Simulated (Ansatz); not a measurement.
# Relaxing h-BN/Zr2CO2 MXene heterobilayer (59 atoms)

Aim: bring h-BN/Zr2CO2 MXene heterobilayer (59 atoms) to a nearby minimum of the energy and see what moves.

Method: Kohn-Sham DFT, PBE+D3(BJ), PAW (set soft_2), plane waves, in Ansatz 0.2.0.

**1. The structure**

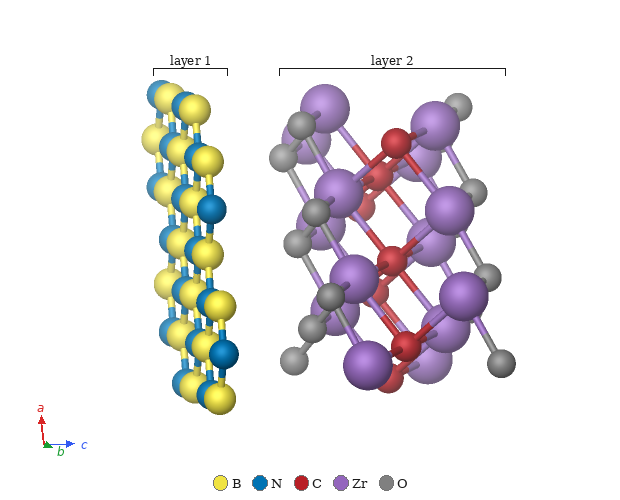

The cell as given, from the side, with the c axis across the page (boron yellow, nitrogen blue, carbon red, zirconium purple, oxygen grey). Some periodic images of atoms are drawn too.

The cell holds 59 atoms: 12 B, 12 N, 7 C, 14 Zr and 14 O. Its edges and angles: a = 8.716 Å, b = 8.716 Å, c = 21.680 Å, α = 90.0°, β = 90.0°, γ = 120.0°. It derives from BN and Zr2CO2. 12 cells of h-BN (a = 2.504 Å, strained +0.48 %) and 7 cells of Zr2CO2 MXene (a = 3.31 Å, -0.48 %) on one hexagonal cell, twist 10.89 deg; facing planes 3.08 Å apart; 14 Å of vacuum; displaced by a Gaussian of 0.01 Å. Regions: layer 1, 24 atoms (12 B and 12 N); layer 2, 35 atoms (7 C, 14 Zr and 14 O). Vacuum lies along c.

Structure file:

```xyz
59
Lattice="8.7158 0.0000 0.0000 -4.3579 7.5481 0.0000 0.0000 0.0000 21.6800" Properties=species:S:1:pos:R:3
B    -1.4466    5.0303    7.0026
N    -0.7315    3.7753    7.0204
B     2.8984    0.0051    6.9998
N    -0.7318    6.2758    6.9829
B     0.7306    1.2665    7.0087
N    -2.9036    7.5403    6.9898
B     0.7367    3.7734    7.0100
N     1.4645    2.5129    6.9964
B     0.7318    6.2718    7.0089
N     1.4542    5.0366    6.9964
B     2.8904    2.5218    6.9974
N     3.6215    1.2746    6.9872
B     2.8991    5.0395    7.0050
N     3.6354    3.7784    6.9833
B     2.9123    7.5473    7.0052
N     3.6543    6.3027    6.9951
B     5.0872    1.2508    6.9992
N     5.8299    0.0029    7.0007
B     5.0619    3.7930    7.0011
N     5.8280    2.4918    7.0016
B     5.0752    6.3006    6.9920
N    -2.8984    5.0276    6.9914
B    -1.4547    2.5274    7.0085
N    -0.7213    1.2759    7.0013
C     3.8393    6.6511   12.3871
Zr    0.1040    0.8969   13.7464
Zr   -3.0289    7.0115   11.0113
O    -3.0114    6.9914   14.6862
O     0.1011    0.8888   10.0773
C    -1.1421    2.3338   12.3669
Zr   -0.5443    4.1477   13.7419
Zr    0.7239    2.6840   11.0052
O     0.7238    2.7006   14.6717
O    -0.5134    4.1441   10.0795
C    -1.7775    5.5873   12.3613
Zr   -1.1505    7.3681   13.7482
Zr    0.0994    5.9396   11.0286
O     0.0983    5.9391   14.6886
O    -1.1320    7.3814   10.0899
C     1.9769    1.2361   12.3643
Zr    2.5951    3.0578   13.7410
Zr    3.8307    1.6079   11.0065
O     3.8329    1.6274   14.6659
O     2.5870    3.0574   10.0684
C     1.3325    4.4988   12.3708
Zr    1.9581    6.3017   13.7505
Zr    3.2245    4.8428   11.0004
O     3.2003    4.8395   14.6951
O     1.9570    6.2779   10.0851
C     5.0712    0.1854   12.3749
Zr    5.6870    1.9707   13.7462
Zr    6.9475    0.5348   11.0015
O     6.9378    0.5442   14.6644
O     5.7154    1.9641   10.0758
C     4.4449    3.3988   12.3775
Zr    5.0533    5.2142   13.7501
Zr    6.3027    3.7794   11.0150
O     6.3053    3.7787   14.6728
O     5.1027    5.2205   10.0797
```

**2. Single point at the start**

A single point comes first, to see the forces before anything moves.

File input.yaml:

```yaml
crystal:
  lattice:
    - [8.7158, 0.0, 0.0]
    - [-4.3579, 7.5481, 0.0]
    - [0.0, 0.0, 21.68]
  atoms:
    - { symbol: B, position: [0.16724, 0.66643, 0.323] }
    - { symbol: "N", position: [0.16616, 0.50017, 0.32382] }
    - { symbol: B, position: [0.33288, 0.00068, 0.32287] }
    - { symbol: "N", position: [0.33176, 0.83144, 0.32209] }
    [... 49 atom lines left out ...]
    - { symbol: O, position: [0.78586, 0.26021, 0.46475] }
    - { symbol: C, position: [0.73512, 0.45028, 0.57092] }
    - { symbol: Zr, position: [0.92518, 0.69079, 0.63423] }
    - { symbol: Zr, position: [0.97349, 0.50071, 0.50807] }
    - { symbol: O, position: [0.97374, 0.50061, 0.67679] }
    - { symbol: O, position: [0.93127, 0.69163, 0.46493] }
kpoints:
  mp_grid: { grid: [2, 2, 1] }
hamiltonian:
  xc: pbe
  dispersion: d3bj
scf:
  occupations: { method: fermi_dirac, width: 0.05 }
output:
  forces: true
  populations: intrinsic
  dos:
    method: { smearing: { sigma: 0.15 } }
    de: 0.1
    projected:
      site_lists:
        B: [B]
        C: [C]
        "N": ["N"]
        O: [O]
        Zr: [Zr]
        layer_1: [0, 1, 2, 3, 4, 5, 6, 7, 8, 9, 10, 11, 12, 13, 14, 15, 16, 17, 18, 19, 20, 21, 22, 23]
        layer_2: [24, 25, 26, 27, 28, 29, 30, 31, 32, 33, 34, 35, 36, 37, 38, 39, 40, 41, 42, 43, 44, 45, 46, 47, 48, 49, 50, 51, 52, 53, 54, 55, 56, 57, 58]
  eigenvalues: true
```

The run is started by

```console
$ ansatz run input.yaml --threads 4 --pin off --max-ram 8192MiB --backend cpu --events-out ev --progress --plain --runs-dir out
```

Numbers of over 12 decimals in the logs are rounded to 6 here.

Output:

```text
Engine: ansatz 0.2.0, aarch64-unknown-linux-gnu
Pseudopotentials: kind: paw
Pseudopotential: B, paw, valence charge 3, recommended cutoff 420 eV (normal), B.paw.azcp
Pseudopotential: N, paw, valence charge 5, recommended cutoff 420 eV (normal), N.paw.azcp
Pseudopotential: C, paw, valence charge 4, recommended cutoff 420 eV (normal), C.paw.azcp
Pseudopotential: Zr, paw, valence charge 12, recommended cutoff 420 eV (normal), Zr.paw.azcp
Pseudopotential: O, paw, valence charge 6, recommended cutoff 420 eV (normal), O.paw.azcp
[... 5 lines on functional and potentials left out ...]
Crystal: 59 atoms, lattice volume = 1426.278 Å³
Basis set: ecut = 420 eV, 27919 PW (Γ), exchange–correlation on 120×120×300 points (8 copies of the dense FFT grid, shifted against one another)
Bands: 247, of which v1, the nominal top of the filled ones, is band 188 counted from 1 (187 counted from 0)
Symmetry: 1 space group operations
Space group: P1 (ITA 1), of the structure as read, at distance tolerance 1.1e-4 Å
k-points: 4
[... 11 lines on functional and potentials left out ...]
Initial density: superposition of atomic densities (neutral atoms: chi_scale 0, normalization atom), corrected by the library's trained network
Initial wavefunctions: pseudopotential atomic-orbital guess
Functional: x = pbe(κ = 0.804, μ = 0.219515), c = pbe(β = 0.066725)
SCF iter   1: F=—  HF=-74836.797918 eV  |F-HF|=—  |Δ(HF+E_count)|=         —  Δρ=3.74e-3  dr2=4.00e-1  ethr=1.77e-3  ⟨swp⟩=8.0  Hψ=4667  notcnv=0  defer=49
preconditioner: auto → Resta (q_TF=auto, 2.185 Å⁻¹)  ε∞=3.2  [insulator: Δε(μ)=1.057 eV  Ē_g=10.839 eV  σ=0.050 eV  W_gap=1.00  n_scr=212 (ndim 8)  ℏωp=16.0 eV  f_vac=0.510  D(μ)=0.00/eV (n_scr^D=0)  ε∞_Penn≈3.2  vacuum switching on, ρ_ref=8.5e-3 e/Å³]
SCF iter   2: F=—  HF=-74836.744528 eV  |F-HF|=—  |Δ(HF+E_count)|=   5.34e-2  Δρ=1.87e-3  dr2=1.06e-1  ethr=1.06e-4  ⟨swp⟩=2.0  Hψ=1606  notcnv=0  defer=194
SCF iter   3: F=—  HF=-74836.733673 eV  |F-HF|=—  |Δ(HF+E_count)|=   1.09e-2  Δρ=1.12e-3  dr2=4.04e-2  ethr=2.81e-5  ⟨swp⟩=2.0  Hψ=1257  notcnv=0  defer=194
SCF iter   4: F=—  HF=-74836.730852 eV  |F-HF|=—  |Δ(HF+E_count)|=   2.82e-3  Δρ=7.98e-4  dr2=1.49e-2  ethr=1.07e-5  ⟨swp⟩=2.0  Hψ=1235  notcnv=0  defer=194
SCF iter   5: F=—  HF=-74836.728684 eV  |F-HF|=—  |Δ(HF+E_count)|=   2.17e-3  Δρ=1.92e-4  dr2=1.07e-3  ethr=3.97e-6  ⟨swp⟩=2.0  Hψ=1406  notcnv=0  defer=192
SCF iter   6: F=—  HF=-74836.728452 eV  |F-HF|=—  |Δ(HF+E_count)|=   2.33e-4  Δρ=1.77e-4  dr2=5.56e-4  ethr=2.85e-7  ⟨swp⟩=2.0  Hψ=1322  notcnv=0  defer=192
SCF iter   7: F=—  HF=-74836.728379 eV  |F-HF|=—  |Δ(HF+E_count)|=   7.26e-5  Δρ=4.16e-5  dr2=2.52e-5  ethr=1.48e-7  ⟨swp⟩=2.0  Hψ=1322  notcnv=0  defer=192
SCF iter   8: F=—  HF=-74836.729144 eV  |F-HF|=—  |Δ(HF+E_count)|=   7.64e-4  Δρ=1.25e-5  dr2=2.83e-6  ethr=6.72e-9  ⟨swp⟩=2.8  Hψ=1352  notcnv=0  defer=192
SCF iter   9: F=—  HF=-74836.729143 eV  |F-HF|=—  |Δ(HF+E_count)|=   1.54e-7  Δρ=6.13e-6  dr2=5.30e-7  ethr=7.54e-10  ⟨swp⟩=2.2  Hψ=1359  notcnv=0  defer=192
SCF iter  10: F=-74836.729144 eV  HF=-74836.729144 eV  |F-HF|=2.95e-7  |Δ(HF+E_count)|=   4.31e-7  Δρ=2.17e-6  dr2=5.31e-8  ethr=2.66e-11  ⟨swp⟩=16.5  Hψ=5525  notcnv=0
SCF 1 converged in 10 iterations: F = -74836.729144 eV  dr2 = 5.31e-8
  greatest PAW one-centre occupation: 0.995 electrons in one spin orbital (limit 2), on the Zr atom at site 26 (counted from 0), in its partial waves of l = 0
SCF converged after 10 iterations
Free energy (F): -74836.729144 eV
Harris-Foulkes:  -74836.729144 eV  (|F-HF|=2.95e-7)
Internal energy: -74836.729090 eV  (E = F + TS)
E sigma→0 (E₀):  -74836.729117 eV
Entropy (-TS):   -0.000054 eV (-0.001 meV/atom)
Fermi energy:    2.183613 eV
--- Per-component energies (eV) ---
  E_band       = -4719.412731
  E_kinetic    = 9961.727461
  E_local      = -239558.061814  (includes V_loc(G=0)·N_el)
  E_nonlocal   = 2621.426823
  E_hartree    = 114993.672460
  E_xc         = -4764.583089
  E_vxc        = -5813.289225  (∫ρ·V_xc dr)
  E_paw        = -46724.951795  (= ΣΔE_a)
  E_vpaw       = -1918.584911  (= ΣTr[D̂ρ^β])
  E_aug_tail   = 0.035909  (compensation charges beyond the density's cutoff)
  E_ewald      = 88644.813583
  E_disp       = -10.808630  (pairwise vdW)
  E_smearing   = -0.000054  (= −TS)
  E_closure    = -0.000000  (closes the sum)
  Σ components = -74836.729144   (vs F -74836.729144, Δ=0.00e0)
--- Forces (eV/Å), atoms counted from 1 ---
  atom   1  B     -0.39702254    -0.22763577    -0.05779929
  atom   2  N      0.82396652     0.07852281    -0.14752245
  atom   3  B      0.42145836    -0.27497839    -0.12349064
  atom   4  N      0.57123141     0.87066862     0.19908047
  atom   5  B     -0.18602134    -0.44650807    -0.13915736
  atom   6  N     -0.17134447     0.70786846     0.16752523
  atom   7  B     -0.63948189    -0.09264184    -0.06422205
  atom   8  N     -0.74582867     0.42683742     0.13358786
  atom   9  B     -0.31996222     1.09888359    -0.20088028
  atom  10  N      0.20632816    -0.52011827     0.15862102
  atom  11  B      0.96139088     0.05954898    -0.06822724
  atom  12  N      0.36556131    -0.70451381     0.17032623
  atom  13  B      0.71237498     0.11802275    -0.20724043
  atom  14  N     -0.93886028     0.26564460     0.18700888
[...]
atom  58  O      0.09083824    -0.02419260    -0.08831287
  atom  59  O     -0.33798125    -0.13049132     0.03538980
  max |Σ_I F_I| component: 3.05e-4 eV/Å
--- Band table (eV) ---
  k-point 0: bands = ["-46.9289", "-46.8919", "-46.8589", "-46.8550", [... 231 levels ...], "6.5902", "6.7343", "7.2079", "7.2329", "7.3571", "7.5119", "7.5210", "7.5242", "7.5351", "7.5575", "7.5722", "8.2124"]
[...]
--- intrinsic populations: 59 sites ---
  site symbol       q [e]
     0      B      2.6208
     1      N      5.3858
     2      B      2.6104
[...]
58      O      6.6561
  spilling = 0.000000 (of n_electrons = 376.000000)
```

Elapsed: 2 min, on 4 threads of Arm Neoverse N1, shared host; peak memory 6.5 GiB.

The run gave:

| Item | Value |
| --- | --- |
| free energy | -74836.7291 eV |
| free energy per atom | -1268.4191 eV/atom |
| SCF cycles | 10 |
| r.m.s. force component | 0.4287 eV/Å |
| longest force | 1.943 eV/Å |
| Fermi energy | 2.184 eV |
| gap (highest filled to lowest empty level) | 0.9986 eV |

The r.m.s. force component of 0.43 eV/Å sets the starting point.

Length of the force by element:

| element | coordination | atoms | mean length of the force (eV/Å) | spread | least | most |
| --- | --- | --- | --- | --- | --- | --- |
| B | all | 12 | 0.809 | 0.458 | 0.223 | 1.94 |
| C | all | 7 | 0.282 | 0.0993 | 0.159 | 0.445 |
| N | all | 12 | 0.982 | 0.374 | 0.582 | 1.94 |
| O | all | 14 | 0.208 | 0.0777 | 0.106 | 0.364 |
| Zr | all | 14 | 0.722 | 0.146 | 0.546 | 1.02 |

**3. Relaxation**

With the cell held, the atoms are moved downhill towards a nearby minimum.

input.yaml, the sections that differ from step 2:

```yaml
output:
  forces: true
relax:
  f_tol: 0.05
  max_steps: 107
# crystal, kpoints, hamiltonian, scf: as in step 2
```

Output:

```text
[...]
Crystal: 59 atoms, lattice volume = 1426.278 Å³
Basis set: ecut = 420 eV, 27919 PW (Γ), exchange–correlation on 120×120×300 points (8 copies of the dense FFT grid, shifted against one another)
Bands: 247, of which v1, the nominal top of the filled ones, is band 188 counted from 1 (187 counted from 0)
Symmetry: 1 space group operations
[...]
k-points: 4
[...]
SCF iter   1: F=—  HF=-74836.797916 eV  |F-HF|=—  |Δ(HF+E_count)|=         —  Δρ=3.74e-3  dr2=4.00e-1  ethr=1.77e-3  ⟨swp⟩=8.0  Hψ=4667  notcnv=0  defer=49
[...]
SCF iter   7: F=-74836.729137 eV  HF=-74836.729122 eV  |F-HF|=1.47e-5  |Δ(HF+E_count)|=   7.26e-5  Δρ=4.12e-5  dr2=2.56e-5  ethr=1.66e-8  ⟨swp⟩=3.0  Hψ=3769  notcnv=0
SCF 1 converged in 7 iterations: F = -74836.729137 eV  dr2 = 2.56e-5
[...]
relax step   1: F+E_penalty+E_count = -74836.72913678 eV  Δ(F+E_penalty+E_count) = +0.000e0 eV  max|allowed force component| = 1.543e0 eV/Å  Δτ_max = 0.0000 Å  (7 SCF iters, dr2 threshold 6.25e-5 eV, accepted)
[...]
relax step   2: F+E_penalty+E_count = -74836.37215479 eV  Δ(F+E_penalty+E_count) = +3.570e-1 eV  max|allowed force component| = 1.294e0 eV/Å  Δτ_max = 0.1213 Å  (7 SCF iters, dr2 threshold 1.00e-4 eV, rejected (line search))
[...]
relax step   3: F+E_penalty+E_count = -74837.06907694 eV  Δ(F+E_penalty+E_count) = -3.399e-1 eV  max|allowed force component| = 3.264e-1 eV/Å  Δτ_max = 0.0606 Å  (10 SCF iters, accepted)
relax step   4: F+E_penalty+E_count = -74837.07982210 eV  Δ(F+E_penalty+E_count) = -1.075e-2 eV  max|allowed force component| = 5.145e-2 eV/Å  Δτ_max = 0.0676 Å  (8 SCF iters, dr2 threshold 6.66e-6 eV, accepted)
[...]
relax step   5: F+E_penalty+E_count = -74837.08800463 eV  Δ(F+E_penalty+E_count) = -8.183e-3 eV  max|allowed force component| = 1.322e-2 eV/Å  Δτ_max = 0.0314 Å  (9 SCF iters, accepted)
SCF converged after 9 iterations
Free energy (F): -74837.088005 eV
[...]
Internal energy: -74837.087914 eV  (E = F + TS)
E sigma→0 (E₀):  -74837.087959 eV
Entropy (-TS):   -0.000091 eV (-0.002 meV/atom)
Fermi energy:    2.375491 eV
[...]
--- Forces (eV/Å), atoms counted from 1 ---
  atom   1  B     -0.00075496    -0.00033493     0.00570213
  atom   2  N      0.00005498    -0.00040781     0.00380530
  atom   3  B      0.00092446    -0.00160404     0.00066725
  atom   4  N      0.00084669     0.00139282     0.00231852
  atom   5  B     -0.00192911     0.00075466     0.00336719
  atom   6  N      0.00152467    -0.00083507     0.00249199
  atom   7  B     -0.00086098    -0.00037461     0.00478773
  atom   8  N     -0.00112742    -0.00124120     0.00219401
  atom   9  B     -0.00041354    -0.00046684     0.00318386
  atom  10  N     -0.00114378     0.00003607     0.00321717
  atom  11  B     -0.00051050     0.00191669     0.00404774
  atom  12  N     -0.00087419     0.00024492     0.00333366
  atom  13  B      0.00099816    -0.00032617     0.00458619
  atom  14  N     -0.00079478    -0.00095349     0.00103044
[...]
atom  58  O     -0.00107429    -0.00137891    -0.00752410
  atom  59  O      0.00511548    -0.00240761     0.00213720
  max |Σ_I F_I| component: 1.69e-3 eV/Å
--- Relaxed structure (5 steps of the walk, 4 accepted, 0 SCFs on fresh bases) ---
  F+E_penalty+E_count = -74837.08800463 eV   max|allowed force component| = 1.322e-2 eV/Å
  atoms:
    - { symbol: B, position: [0.167204, 0.666872, 0.320522] }
    - { symbol: N, position: [0.167059, 0.500235, 0.319282] }
    - { symbol: B, position: [0.333905, 0.000265172, 0.323825] }
    - { symbol: N, position: [0.333904, 0.833565, 0.322352] }
[...]
- { symbol: O, position: [0.927486, 0.690403, 0.464897] }
```

It took 4.8 min on 4 threads; peak memory 6.4 GiB.

Step by step:

```csv
step,energy less that of the first step (eV),largest force component (eV/Å)
1,0.0000,1.5433
2,0.3570,1.2936
3,-0.3399,0.3264
4,-0.3507,0.0515
5,-0.3589,0.0132
```

Relaxation step 2 was tried and not accepted.

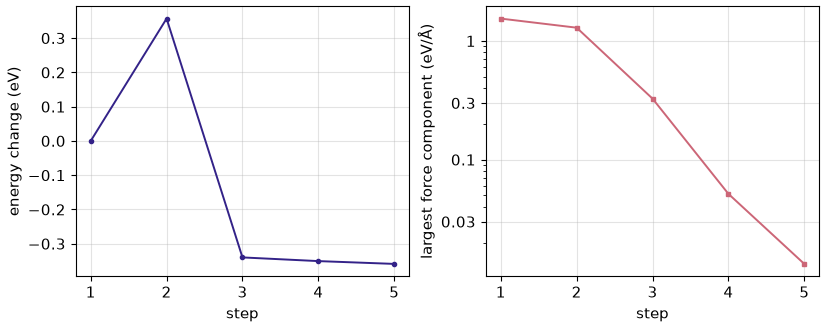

Energy and largest force along the relaxation.

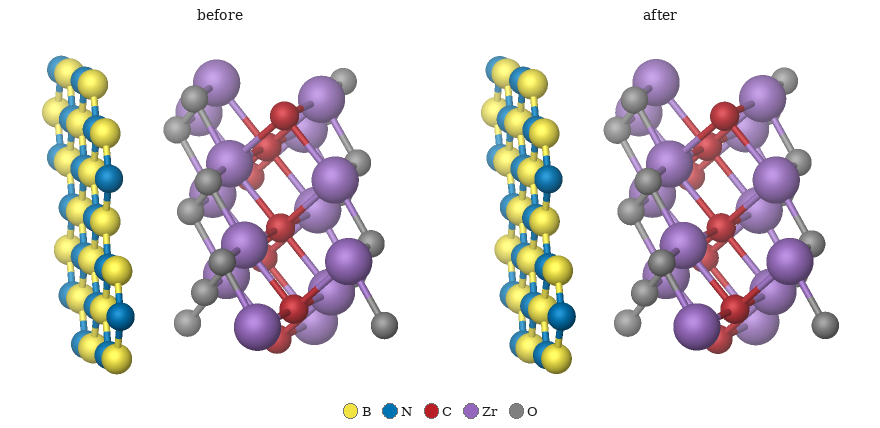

The structure before and after the relaxation, drawn at the same scale.

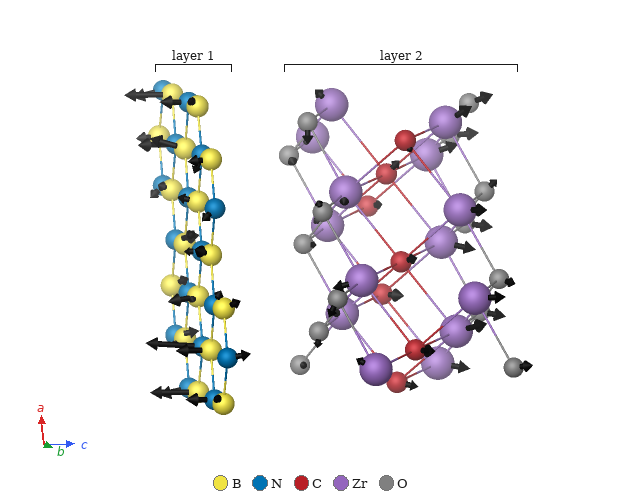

Displacements in the relaxation, exaggerated; the longest in the cell stands for 0.10 Å. Some periodic images of atoms are drawn too.

The atoms that moved most (Å):

```csv
atom,dx,dy,dz,length
N2,0.008,0.000,-0.098,0.099
B23,0.004,-0.009,-0.077,0.078
N20,-0.015,0.028,-0.068,0.075
B19,0.025,-0.016,-0.050,0.058
B1,-0.002,0.003,-0.054,0.054
Zr31,0.018,-0.015,0.044,0.049
B7,-0.010,0.003,-0.045,0.046
N24,-0.004,-0.015,-0.043,0.046
```

The relaxation changed the energy by -6.08 meV/atom, and atoms moved by 0.035 Å r.m.s., 0.099 Å at most.

(Continued in part 2 of 2.)

[Logs are printed without paths, hosts, clocks, repeated set-up lines and the standing remarks that a program may print on its own settings, such as how far it seeks lower states.]

[Hosts, paths, dates, database ids (printed as entryN), source tags and the programs' standing remarks are cut or masked in the printed files.]
